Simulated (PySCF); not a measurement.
C4H8OSi: excited-state calculation

System: C4H8OSi.
Method: TDDFT CAM-B3LYP/def2-SVPD, vertical, gas phase, core orbitals frozen in the response (PySCF 2.14.0).

The geometry comes from this level: GFN2-xTB.

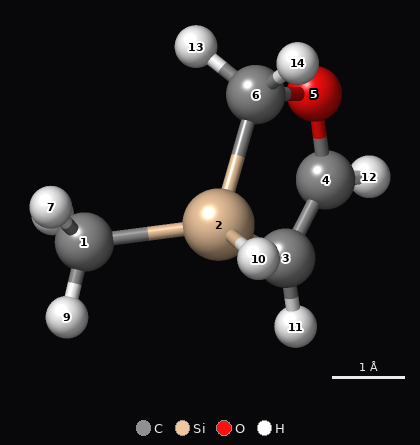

Figure 1. The input geometry (ball-and-stick view, seen at a tilt; atoms are numbered from 1 in the order of the input).

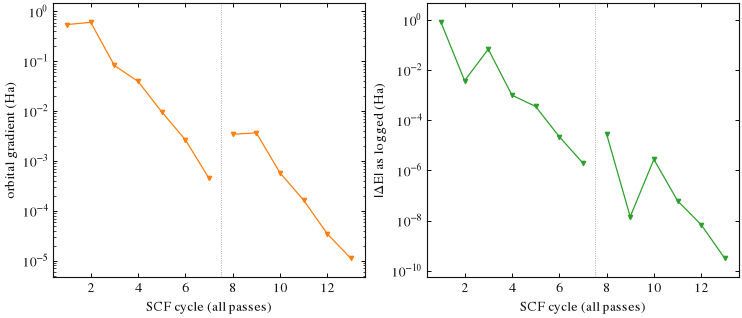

Figure 2. Convergence of the self-consistent field: orbital gradient and size of the energy change against the SCF cycle. The dotted line marks the change from a coarse to the final integration grid. The first 7 cycles use a coarse grid, the final grid takes over at cycle 8, and the field converges after 13 cycles in all.

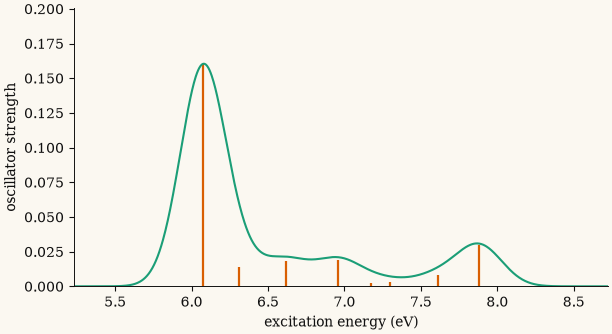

Figure 3. Computed excitations as sticks (degenerate states added up, dark ones marked on the axis), with a Gaussian envelope of 0.35 eV full width at half maximum, scaled to the tallest. Of the 8 states the lowest lies at 6.07 eV (f = 0.160); the strongest line is at 6.07 eV, or 204 nm (f = 0.160).

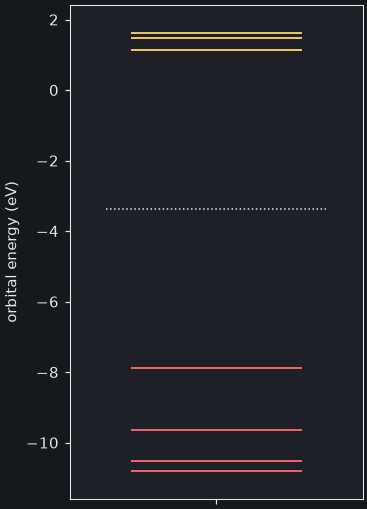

Figure 4. Orbital energies near the frontier; the dotted line parts filled from empty levels, and levels within 0.02 eV of each other stand side by side. Highest filled −7.88 eV, lowest empty 1.14 eV, 9.02 eV apart.

These pictures come from the run below.

Input file:
```
{"job": {"kind": "uv", "xc": "CAM-B3LYP", "basis": "def2-SVPD", "nstates": 8, "ntriplets": 3}, "charge": 0, "multiplicity": 1}
C      2.110916     0.077189     0.073252
Si     0.376031     0.085487    -0.698024
C     -0.742869    -1.354050    -0.298385
C     -1.798879    -0.903561     0.387757
O     -1.943628     0.389746     0.706277
C     -0.863073     1.213651     0.256005
H      2.598845     1.040022    -0.045269
H      2.082327    -0.153046     1.134536
H      2.736315    -0.667049    -0.408974
H      0.446642     0.473940    -2.116000
H     -0.646177    -2.394231    -0.545394
H     -2.622697    -1.501878     0.753751
H     -0.436141     1.692438     1.140212
H     -1.298292     2.000870    -0.361909
```

The first line tells a small driver script what to run in PySCF; the rest is the geometry in Å.

Command:
```bash
OMP_NUM_THREADS=1 python <driver script> task.json out
```

Log:
```
coarse grid: 12016 points
cycle   1  E = -521.4218706931  dE =  8.064e-01  |g| = 5.469e-01  |ddm| = 5.217e+00
cycle   2  E = -521.4180525777  dE =  3.818e-03  |g| = 6.053e-01  |ddm| = 1.234e+00
cycle   3  E = -521.4866579990  dE = -6.861e-02  |g| = 8.258e-02  |ddm| = 6.139e-01
cycle   4  E = -521.4876669881  dE = -1.009e-03  |g| = 3.951e-02  |ddm| = 1.185e-01
cycle   5  E = -521.4880243316  dE = -3.573e-04  |g| = 9.697e-03  |ddm| = 6.175e-02
cycle   6  E = -521.4880467727  dE = -2.244e-05  |g| = 2.662e-03  |ddm| = 1.688e-02
cycle   7  E = -521.4880487384  dE = -1.966e-06  |g| = 4.499e-04  |ddm| = 4.567e-03
final grid: 110944 points
cycle   8  E = -521.5764380035  dE = -2.869e-05  |g| = 3.437e-03  |ddm| = 6.276e-02
cycle   9  E = -521.5764380178  dE = -1.433e-08  |g| = 3.666e-03  |ddm| = 9.779e-03
cycle  10  E = -521.5764408005  dE = -2.783e-06  |g| = 5.805e-04  |ddm| = 3.873e-03
cycle  11  E = -521.5764408627  dE = -6.226e-08  |g| = 1.631e-04  |ddm| = 7.820e-04
cycle  12  E = -521.5764408697  dE = -6.911e-09  |g| = 3.459e-05  |ddm| = 3.425e-04
cycle  13  E = -521.5764408700  dE = -3.104e-10  |g| = 1.106e-05  |ddm| = 6.920e-05
converged SCF energy = -521.5764408700

Static polarisability (au): isotropic 74.423, principal 62.807 73.180 87.281

Singlet excitations
state   eV       nm        f      main configurations
  1   6.0740    204.1   0.16040   H->L 0.70, H->L+1 0.18
  2   6.3131    196.4   0.01396   H->L+1 0.64, H->L+3 0.13, H->L+2 0.12
  3   6.6167    187.4   0.01861   H->L+2 0.56, H->L+3 0.32
  4   6.9553    178.3   0.01900   H->L+3 0.37, H->L+2 0.17, H->L 0.16
  5   7.1720    172.9   0.00268   H-1->L 0.58, H-1->L+1 0.23
  6   7.2975    169.9   0.00325   H->L+5 0.50, H->L+4 0.39
  7   7.6094    162.9   0.00818   H->L+4 0.51, H->L+5 0.30
  8   7.8827    157.3   0.03004   H->L+6 0.74, H->L+7 0.12

Triplet excitations (Tamm-Dancoff, eV): 4.1026 6.1879 6.4540
```

Results in brief:

- outcome: converged
- total energy: −521.576441 hartree
- HOMO: −7.88 eV
- LUMO: 1.14 eV
- dipole moment: 1.14 D
- mean polarisability: 74.42 a.u.
- lowest singlet excitation: 6.07 eV
- hardware: 1 CPU thread, shared host
- wall time: 33 s
- peak memory: 0.85 GiB
